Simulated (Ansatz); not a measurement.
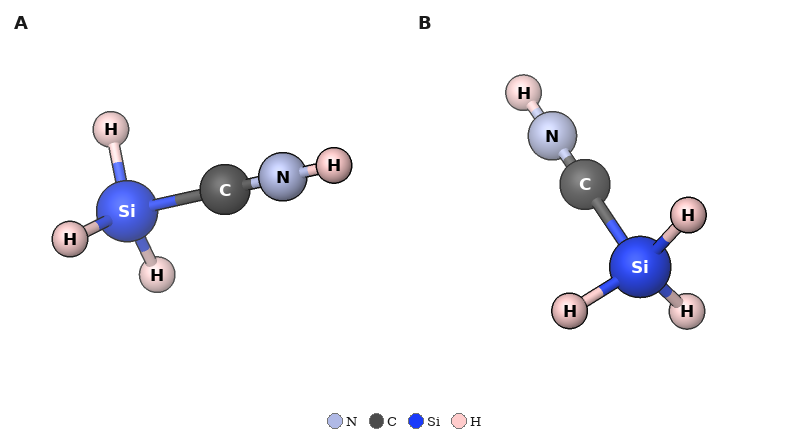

Atoms fade into the background with distance from the viewer. The species has charge +1 and is a spin singlet. The computed structure is the end point of a PBE0-D4/def2-TZVP optimisation. No frequency run is at hand to confirm it as a minimum.

Are A and B the same structure? If not, how do they differ?

Answer. Yes. They are the same structure, CH4NSi (charge +1), seen from two directions. With point group C3v it is achiral, so its mirror image would be the same too.
